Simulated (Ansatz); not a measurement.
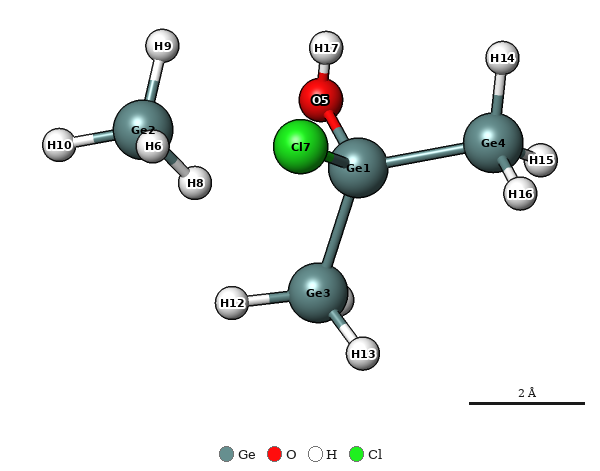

Figure 1. The input geometry (ball-and-stick view, seen at a tilt; atoms are numbered from 1 in the order of the input). Sticks mark near contacts. Bond lengths as drawn: Cl–Ge 2.18 Å, Ge–Ge 2.43 to 2.44 Å, Ge–H 1.53 to 1.54 Å, Ge–O 1.78 Å and H–O 0.96 Å.

Run report: Ge4H11ClO, single-point calculation

System: Ge4H11ClO.
Method: RKS PBE0-D4/def2-TZVPP (Ansatz 0.2.0).

The geometry is the product side of a reaction. The reaction was set up to form Ge1–Cl7 and Ge2–H6 and to break Ge1–Ge2 and H6–Cl7 (atoms counted from 1 in the order of the input); sticks are drawn by distance alone. The geometry comes from this level: PBE0-D4/def2-TZVP.

Input file
```yaml
crystal:
  periodic: [false, false, false]
  atoms:
    - {symbol: Ge, position_ang: [-0.928673, 0.326502, 0.342347]}
    - {symbol: Ge, position_ang: [3.174025, -0.922012, 0.260272]}
    - {symbol: Ge, position_ang: [-0.001640, 1.292267, -1.684812]}
    - {symbol: Ge, position_ang: [-3.330592, -0.032796, 0.534760]}
    - {symbol: O, position_ang: [-0.042863, -1.198913, 0.610673]}
    - {symbol: H, position_ang: [2.655985, 0.338148, 0.963535]}
    - {symbol: Cl, position_ang: [-0.423080, 1.642617, 2.006761]}
    - {symbol: H, position_ang: [2.515714, -1.063169, -1.118462]}
    - {symbol: H, position_ang: [2.884763, -2.163481, 1.111971]}
    - {symbol: H, position_ang: [4.695924, -0.794726, 0.067430]}
    - {symbol: H, position_ang: [0.037571, 0.223306, -2.784910]}
    - {symbol: H, position_ang: [1.403497, 1.831934, -1.401528]}
    - {symbol: H, position_ang: [-0.927691, 2.439303, -2.116780]}
    - {symbol: H, position_ang: [-3.612658, -0.761399, 1.857410]}
    - {symbol: H, position_ang: [-3.823845, -0.891245, -0.640267]}
    - {symbol: H, position_ang: [-4.049407, 1.322606, 0.521982]}
    - {symbol: H, position_ang: [-0.227028, -1.588844, 1.469818]}
basis:
  gaussian: {orbitals: def2-TZVPP}
hamiltonian: {xc: pbe0, dispersion: d4}
output: {orbitals: {seedname: orbitals}}
```

Machine: 4 CPU threads, shared host.

Run as:
```bash
ansatz run in.yaml --threads 4 --pin off --events-out ev --progress --plain --max-ram 66560MiB --backend cuda --devices 0, --max-vram 37GiB
```

Log
```
Functional definition: PBE0
  name "PBE0"
  cite "Adamo & Barone, J. Chem. Phys. 110, 6158 (1999) doi:10.1063/1.478522"
  cite "Perdew, Burke & Ernzerhof, Phys. Rev. Lett. 77, 3865 (1996) doi:10.1103/PhysRevLett.77.3865"
  parent pbe
  parameter a = 0.25
  parameter kappa = 0.804
  parameter beta = 0.06672455060314922
  exchange = (1 - a)*pbe_x(kappa = kappa, mu = beta*pi^2/3) + a*exact_x
  correlation = pbe_c(beta = beta)
2729 factors; their error is unknown
mean field evaluation 1: about -240783.7468 eV, gradient 6.2e1 eV
mean field evaluation 2: about -240766.5709 eV, gradient 1.1e2 eV
mean field evaluation 4: about -240789.1057 eV, gradient 6.0e0 eV
mean field evaluation 8: about -240789.1486 eV, gradient 1.0e-1 eV
mean field evaluation 16: about -240790.2620 eV, gradient 2.5e-4 eV
mean field -240790.26195396 eV, -8848.8789133066 hartree, gradient 5.7e-5 eV, S^2 0.000000; 0 other end points of the search recorded, 0 dependent functions left out
reference -240790.26200175 eV, -8848.8789150628 hartree; 82, 82 occupied and 337, 337 virtual orbitals, 2729 factors
Total energy: -240790.69687909 eV, -8848.8948965103 hartree
```

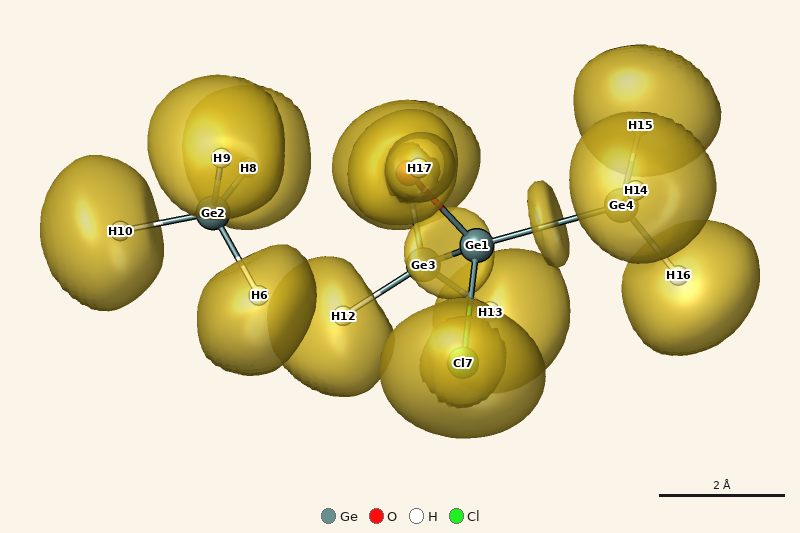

Figure 2. Isosurface of the electron localisation function at 0.75 (yellow), seen from the side. Core shells and regions of very low density are left out. Along the contacts the grid gives the following. Ge2···O5 (3.25 Å): the ELF is only about 0 between them; a non-bonded, intermolecular contact. Ge–O (1.78 Å): the ELF peaks at about 0.85 in the valence shell of O, 0.6 Å from its nucleus, and is about 0.35 at the midpoint.

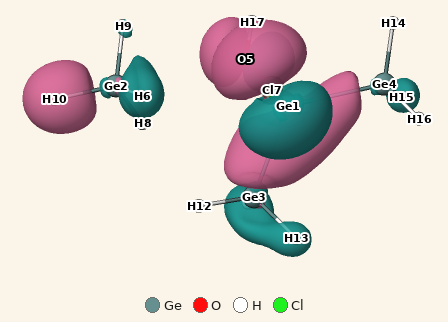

Figure 3. One frontier orbital at ±0.08 Å⁻³ᐟ² (teal and pink are the two phases), seen face on. The HOMO−1, at −8.80 eV. Its weight (Hirshfeld) is mainly on Cl7 (50 %), O5 (10 %) and Ge1 (10 %).

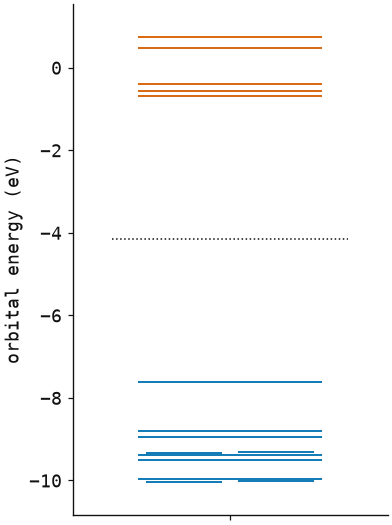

Figure 4. Orbital energies near the frontier; the dotted line parts filled from empty levels, and levels within 0.02 eV of each other stand side by side. Highest filled −7.61 eV, lowest empty −0.68 eV, 6.93 eV apart.

Key numbers

| quantity | value |
| --- | --- |
| outcome | converged |
| total energy | −240790.6969 eV |
| mean-field energy | −240790.2620 eV |
| dispersion energy | −0.4349 eV |
| SCF solution under orbital rotations | stable |
| HOMO | −7.61 eV |
| LUMO | −0.68 eV |
| wall time | 8.5 s (CPU time 5.9 s) |
| peak memory | 0.96 GiB |
